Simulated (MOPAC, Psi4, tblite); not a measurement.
Approach curve of the dimer C3H8 ··· Br- (SMILES CCC and [Br-]) (charge -1). Monomers: optimised at B3LYP-D3(BJ) (def2-TZVP), held rigid. Orientation: lowest of the rigid-body minima from ten starts at GFN2-xTB. Only R, the distance of the centres of mass, is varied, so the lowest point isn't the relaxed dimer.

Geometry at R = 3.91 Å (first 11 atoms: monomer A):
```
12

C      1.2413     0.3469     0.0818
C      0.0302    -0.4056    -0.4634
C     -1.2638    -0.0459     0.2620
H      2.1556     0.0753    -0.4492
H      1.3938     0.1285     1.1417
H      1.1076     1.4272    -0.0151
H     -0.0798    -0.1935    -1.5310
H      0.2049    -1.4827    -0.3840
H     -2.1171    -0.5929    -0.1434
H     -1.4792     1.0218     0.1730
H     -1.1936    -0.2792     1.3274
Br    -0.6167     3.8296    -0.1530
```

Methods: GFN2-xTB (tblite); PM3, restricted, heats of formation (MOPAC); SCS-MP2/aug-cc-pVDZ = DF-SCS-MP2/aug-cc-pVDZ, frozen core, counterpoise-corrected (Psi4); SAPT0/jun-cc-pVDZ, frozen core (Psi4); MP2/aug-cc-pVDZ = DF-MP2/aug-cc-pVDZ, frozen core, counterpoise-corrected run with Psi4 1.11.

Interaction energies in kcal/mol (negative: bound); R is the distance of the centres of mass, d the H10···Br12 distance.

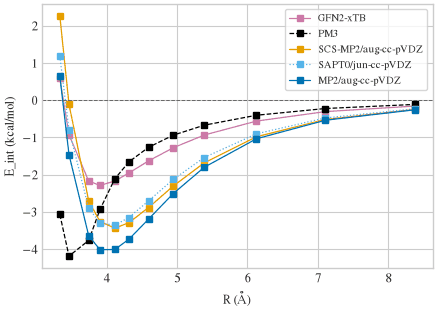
*Interaction energy against separation.*

```tsv
R / Å	d / Å	GFN2-xTB	PM3	SCS-MP2/aug-cc-pVDZ	SAPT0/jun-cc-pVDZ	MP2/aug-cc-pVDZ
3.34	2.46	0.58	-3.07	2.26	1.18	0.65
3.47	2.57	-0.93	-4.19	-0.11	-0.79	-1.46
3.75	2.81	-2.18	-3.77	-2.71	-2.90	-3.64
3.91	2.96	-2.29	-2.94	-3.26	-3.30	-4.02
4.12	3.14	-2.17	-2.12	-3.44	-3.36	-4.01
4.32	3.33	-1.96	-1.66	-3.29	-3.15	-3.74
4.60	3.59	-1.63	-1.27	-2.88	-2.70	-3.19
4.95	3.91	-1.28	-0.94	-2.31	-2.13	-2.51
5.39	4.33	-0.94	-0.67	-1.68	-1.54	-1.80
6.13	5.04	-0.56	-0.41	-0.99	-0.91	-1.04
7.11	5.99	-0.31	-0.22	-0.52	-0.48	-0.54
8.38	7.24	-0.16	-0.12	-0.25	-0.23	-0.26
```

Lowest grid point: GFN2-xTB -2.29 kcal/mol at R = 3.91 Å; PM3 -4.19 kcal/mol at R = 3.47 Å; SCS-MP2/aug-cc-pVDZ -3.44 kcal/mol at R = 4.12 Å; SAPT0/jun-cc-pVDZ -3.36 kcal/mol at R = 4.12 Å; MP2/aug-cc-pVDZ -4.02 kcal/mol at R = 3.91 Å.
